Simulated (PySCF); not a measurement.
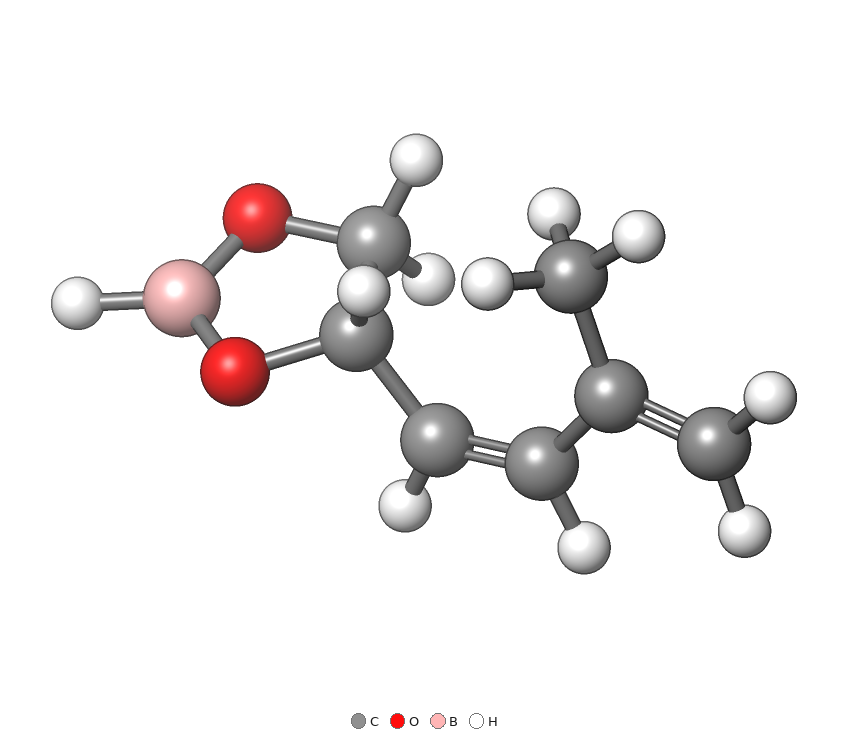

The picture shows a molecular structure as a ball-and-stick model. Double and triple bonds are drawn as two and three sticks.

> Give the formula.

C₇H₁₁BO₂, 21 atoms: 7 carbon, 11 hydrogen, 1 boron and 2 oxygen.

> Describe its rings.

Independent rings (smallest set): 1 of 5 members.

> Name some functional groups or characteristic bonds that it holds.

Among them: alkene, B–H bond.

More results for the same structure follow; atom numbers are the same in all pictures, views and colours differ. The geometry was computed by an optimisation with PBE0-D3(BJ)/def2-SVP. No frequency run is at hand to confirm it as a minimum.

## Symmetry

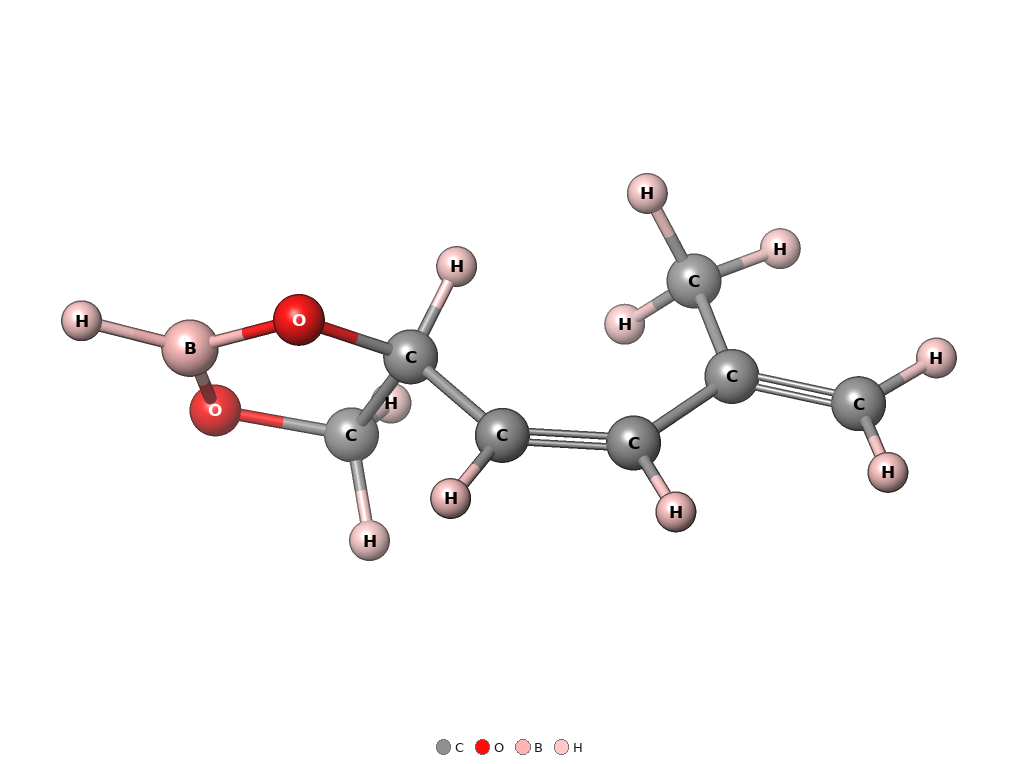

Atoms fade into the background with distance from the viewer. No frequency run is at hand to confirm it as a minimum.

> List the symmetry elements and name the point group.

It has no symmetry element but the identity, so the point group is C1. The group has 1 operation. The geometry is chiral, and symmetry allows a dipole moment.

## NMR shielding

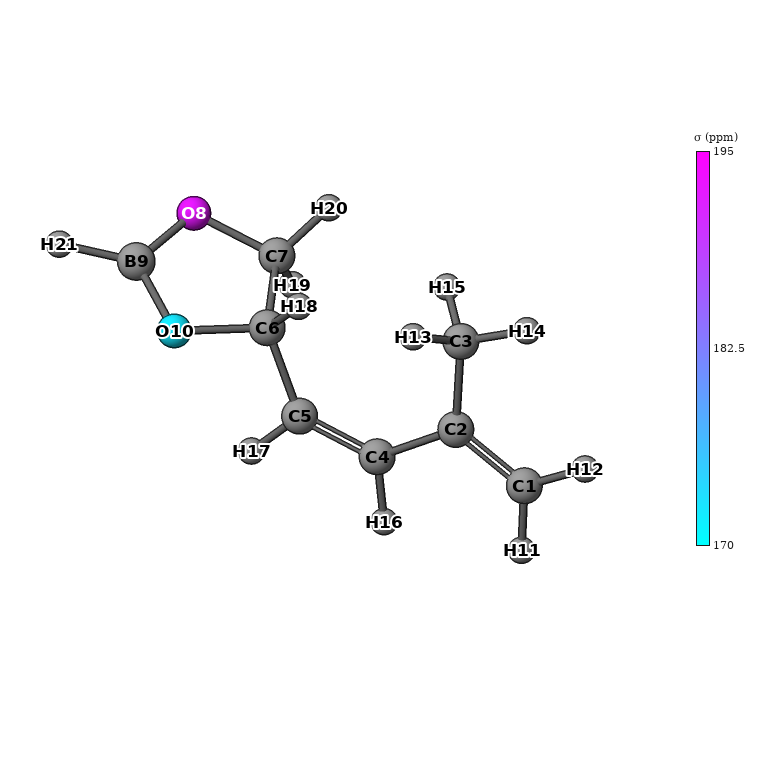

Atoms are coloured by their isotropic NMR shieldings (O only, the others grey). No frequency run is at hand to confirm it as a minimum. Method: GIAO PBE0/pcSseg-1 NMR shielding, non-relativistic, IEF-PCM acetone (PySCF 2.14.0).

List the isotropic NMR shieldings of the O atoms.

```
atom  σ (ppm)
  O8    192.5
 O10    172.3
```

## Ring current

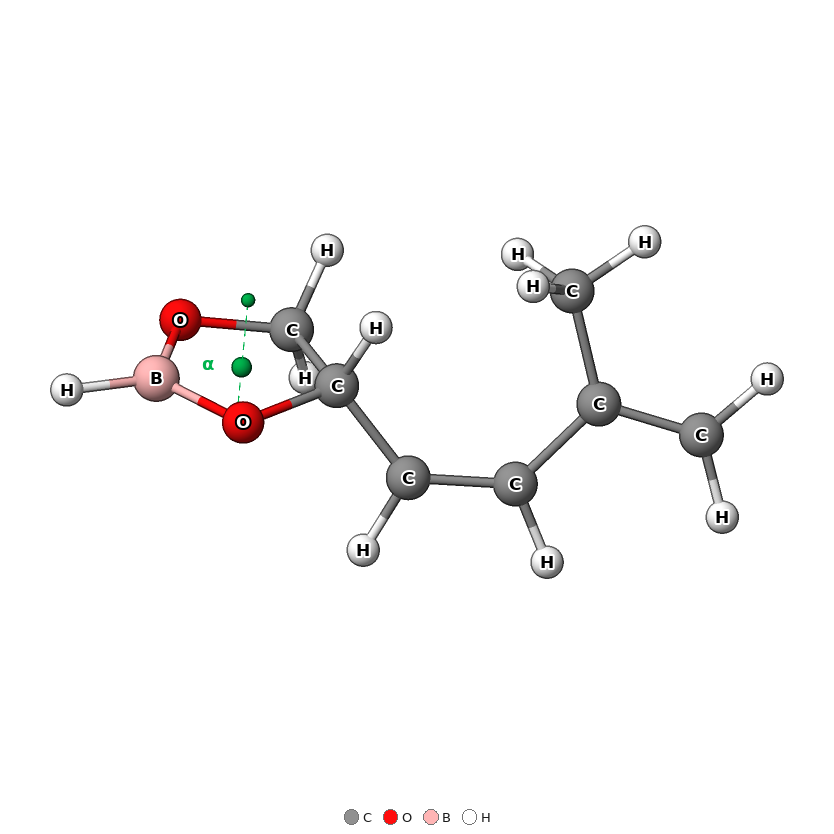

The small points mark where nucleus-independent chemical shifts (NICS) were computed: at the centre of each lettered ring and 1 Å above and below it. No frequency run is at hand to confirm it as a minimum. Properties computed with GIAO PBE0/pcSseg-1 NMR shielding, non-relativistic, gas phase (PySCF 2.14.0).

Give NICS(0), NICS(1) and the out-of-plane component NICS(1)zz for each ring (means of the two sides).

| ring | members | NICS(0) | NICS(1) | NICS(1)zz |
| --- | --- | --- | --- | --- |
| α | C2BO2 | −5.7 | −2.5 | −4.4 |

Values in ppm.

> What do the values say about the ring currents?

Ring α: weak, as in a non-aromatic ring. NICS is one index among several.

## Charges

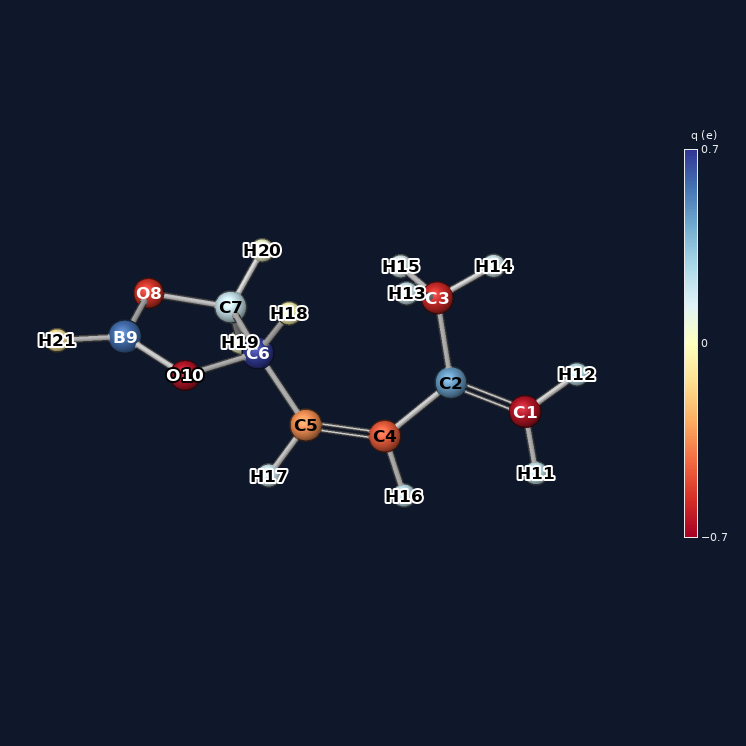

Atoms are coloured by their ESP-fitted charges. No frequency run is at hand to confirm it as a minimum. Properties computed with PBE0/pcSseg-1 in acetone (IEF-PCM) (PySCF 2.14.0).

> Which atom carries the highest charge (most positive or least negative)?

C6 (0.69 e).

> And the lowest?

C1, O10 (−0.64 e).

List the ESP-fitted charges.

```json
{"atom": "C1", "value (e)": "−0.64"}
{"atom": "C2", "value (e)": "0.45"}
{"atom": "C3", "value (e)": "−0.58"}
{"atom": "C4", "value (e)": "−0.45"}
{"atom": "C5", "value (e)": "−0.34"}
{"atom": "C6", "value (e)": "0.69"}
{"atom": "C7", "value (e)": "0.19"}
{"atom": "O8", "value (e)": "−0.55"}
{"atom": "B9", "value (e)": "0.57"}
{"atom": "O10", "value (e)": "−0.64"}
{"atom": "H11", "value (e)": "0.22"}
{"atom": "H12", "value (e)": "0.23"}
{"atom": "H13", "value (e)": "0.18"}
{"atom": "H14", "value (e)": "0.17"}
{"atom": "H15", "value (e)": "0.13"}
{"atom": "H16", "value (e)": "0.22"}
{"atom": "H17", "value (e)": "0.18"}
{"atom": "H18", "value (e)": "−0.02"}
{"atom": "H19", "value (e)": "0.03"}
{"atom": "H20", "value (e)": "0.04"}
{"atom": "H21", "value (e)": "−0.10"}
```
